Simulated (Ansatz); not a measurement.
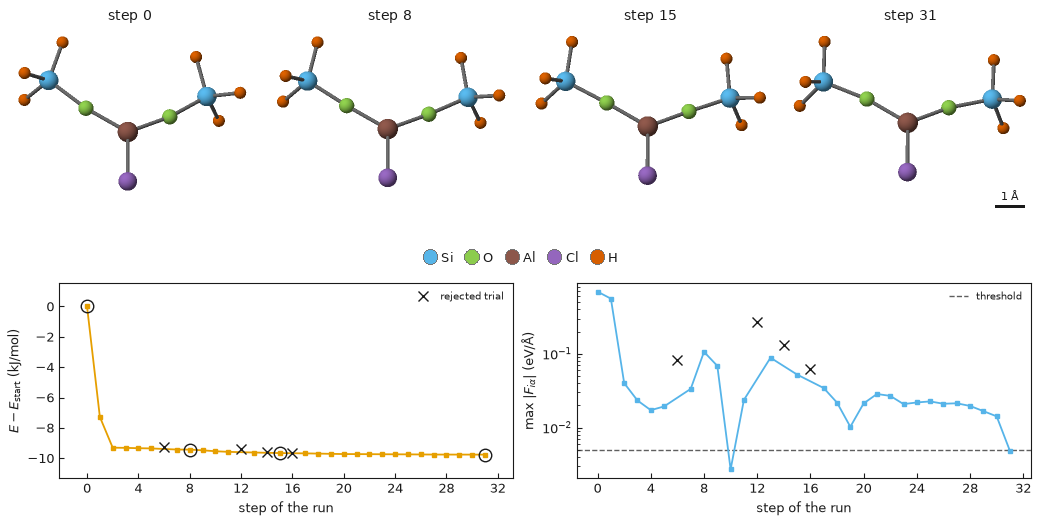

Frames of a relaxation of AlSi$_{2}$H$_{6}$O$_{2}$Cl, marked on the history of the run. The picture is a ball-and-stick view, seen at a tilt.

The start comes from PBE-D4/def2-SVP.

The calculation used Ansatz 0.2.0, RKS PBE0-D4/def2-TZVP. (force threshold 0.005 eV/Å; at most 150 steps)

### Describe the path.

The largest moves after the best rigid fit, 0.63 Å, are those of H atoms. Largest moves by element: H 0.63 Å, Cl 0.41 Å, O 0.40 Å, Al 0.39 Å, Si 0.21 Å. Among the contacts that change: O–Si 1.664 → 1.627 Å, Al–O 1.692 → 1.663 Å, H–Si 1.506 → 1.486 Å, Al–Cl 2.094 → 2.078 Å. The energy falls by 9.76 kJ/mol in 27 accepted moves (31 points after the start). The largest force component goes from 0.7 to 0.0048 eV/Å. The line search rejected the trial steps at points 6, 12, 14, 16 of the run. The forces were under the threshold at step 10, but the run went on from there. The run took 3.3 min on 4 threads of Arm Neoverse V1, with other jobs on the host. From step 0 to 8: H atoms move most (0.18 Å), energy −9.43 kJ/mol. From step 8 to 15: H atoms move most (0.19 Å), energy −0.23 kJ/mol. From step 15 to 31: H atoms move most (0.26 Å), energy −0.10 kJ/mol.
